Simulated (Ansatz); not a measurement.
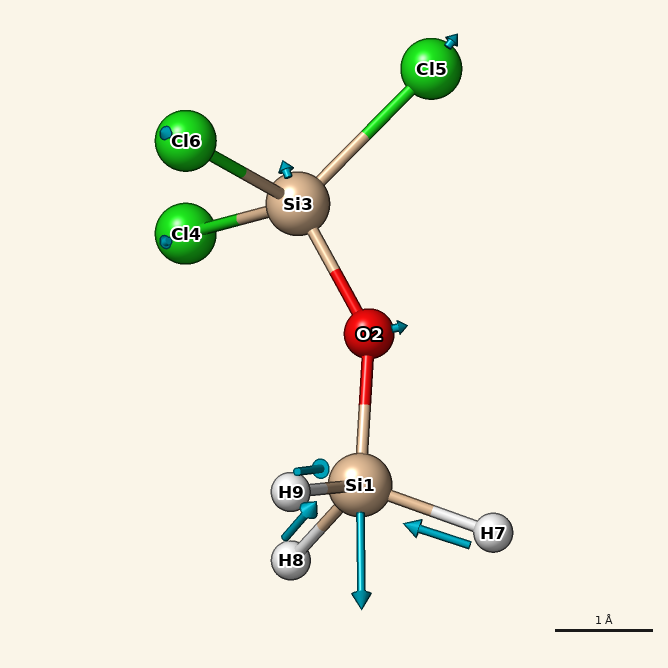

Arrows show the forces on the atoms, 4 Å of arrow for 1 eV/Å; forces under a tenth of the largest aren't drawn. Level of theory: ωB97M-V/def2-TZVPP (Ansatz 0.2.0).

On which atom is the force largest, and how large is it?

Answer. On Si1: 0.27 eV/Å.

List the force components in the frame of the picture (x right, y up, z towards the viewer), in eV/Å.

```csv
atom,Fx,Fy,Fz
Si1,0.00,−0.25,0.08
O2,0.04,0.01,0.00
Si3,−0.02,0.05,−0.01
Cl4,−0.02,−0.01,−0.03
Cl5,0.03,0.04,−0.01
Cl6,−0.02,0.01,0.03
H7,−0.18,0.06,−0.02
H8,0.08,0.10,0.12
H9,0.08,0.01,−0.16
```
